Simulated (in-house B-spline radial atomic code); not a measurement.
**Yb²⁺: excited configurations**

Aim: the energies of several excited configurations of Yb²⁺ above a reference configuration, each from its own self-consistent run.

Program: in-house B-spline radial atomic code version 1. Level of theory: scalar-relativistic (spin-free one-electron X2C) TPSSh, spin-polarised, spherical density, exact exchange averaged over the configuration, Fermi nucleus, basis-set limit. These are calculated values, not measurements, unless marked.

**1. Starting point**

* element: ytterbium (Z = 70)
* charge: +2
* electrons: 68
* configuration: [Xe] 4f14
* Hamiltonian: scalar-relativistic (X2C)
* nucleus: Fermi, rms radius 5.311 fm

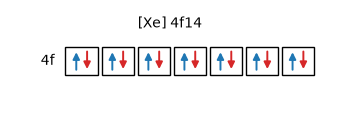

Occupation of the outer shells (arrows by Hund's rule).

Where spins are not typed, each open shell is filled with up spins first.

**2. The reference configuration**

Settings, as recorded:

```ini
Z = 70
electrons = 68.0
configuration = [Xe] 4f14
hamiltonian = x2c
method = tpssh
spin_polarised = True
nucleus = fermi
rms_radius = 5.3108
mass_number = 174
atomic_mass = 173.938867545
speed_of_light = 137.035999084
exact_exchange = averaged over the configuration
```

Started as:

```console
$ python run_scf.py task.json out
```

One command runs all members of the session, one after another, from task.json.

**3. [Kr] 4d10 4f14 5s2 5p5 6f1**

Settings: those of step 2 with these lines changed.

```diff
@@ -2,3 +2,3 @@
 electrons = 68.0
-configuration = [Xe] 4f14
+configuration = [Kr] 4d10 4f14 5s2 5p5 6f1
 hamiltonian = x2c
```

**4. Configuration [Kr] 4d10 4f14 5s2 5p5 5d1**

Settings: those of step 3 with these lines changed.

```diff
@@ -2,3 +2,3 @@
 electrons = 68.0
-configuration = [Kr] 4d10 4f14 5s2 5p5 6f1
+configuration = [Kr] 4d10 4f14 5s2 5p5 5d1
 hamiltonian = x2c
```

**5. Configuration [Kr] 4d9 4f14 5s2 5p6 5d1**

Settings: those of step 4 with these lines changed.

```diff
@@ -2,3 +2,3 @@
 electrons = 68.0
-configuration = [Kr] 4d10 4f14 5s2 5p5 5d1
+configuration = [Kr] 4d9 4f14 5s2 5p6 5d1
 hamiltonian = x2c
```

**6. Run with [Kr] 4d10 4f14 5s2 5p5 6s1**

Settings: those of step 5 with these lines changed.

```diff
@@ -2,3 +2,3 @@
 electrons = 68.0
-configuration = [Kr] 4d9 4f14 5s2 5p6 5d1
+configuration = [Kr] 4d10 4f14 5s2 5p5 6s1
 hamiltonian = x2c
```

**7. Configuration [Kr] 4d9 4f14 5s2 5p6 6d1**

Settings: those of step 6 with these lines changed.

```diff
@@ -2,3 +2,3 @@
 electrons = 68.0
-configuration = [Kr] 4d10 4f14 5s2 5p5 6s1
+configuration = [Kr] 4d9 4f14 5s2 5p6 6d1
 hamiltonian = x2c
```

**8. [Kr] 4d9 4f14 5s2 5p6 6f1**

Settings: those of step 7 with these lines changed.

```diff
@@ -2,3 +2,3 @@
 electrons = 68.0
-configuration = [Kr] 4d9 4f14 5s2 5p6 6d1
+configuration = [Kr] 4d9 4f14 5s2 5p6 6f1
 hamiltonian = x2c
```

Q: How far above the reference does each configuration lie (order and size, in eV)?

As calculated:

| net move | configuration | 2|M_S|+1 | energy above the reference (eV) | largest <r> (bohr) |
| --- | --- | --- | --- | --- |
| 5p → 6s | [Kr] 4d10 4f14 5s2 5p5 6s1 | 3 | 28.385 | 3.11 |
| 5p → 5d | [Kr] 4d10 4f14 5s2 5p5 5d1 | 3 | 28.996 | 2.27 |
| 5p → 6f | [Kr] 4d10 4f14 5s2 5p5 6f1 | 3 | 43.676 | 9.93 |
| 4d → 5d | [Kr] 4d9 4f14 5s2 5p6 5d1 | 3 | 183.12 | 2.25 |
| 4d → 6d | [Kr] 4d9 4f14 5s2 5p6 6d1 | 3 | 193.22 | 5.51 |
| 4d → 6f | [Kr] 4d9 4f14 5s2 5p6 6f1 | 3 | 197.78 | 9.91 |

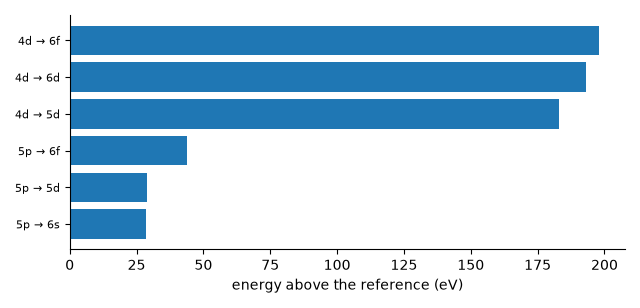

The configurations in order of energy, labelled by the net move of electrons.

**Reading.** The energies run from 28.385 eV (5p → 6s) to 197.78 eV (4d → 6f). 4 of them lie more than 60 % above minus the reference's highest level (18.522 eV), in the range where a state can decay by emitting an electron. The reference has 2|M_S|+1 = 1; 6 of the configurations differ from it in spin. These are spherical averages at the typed spins, not spectroscopic levels.
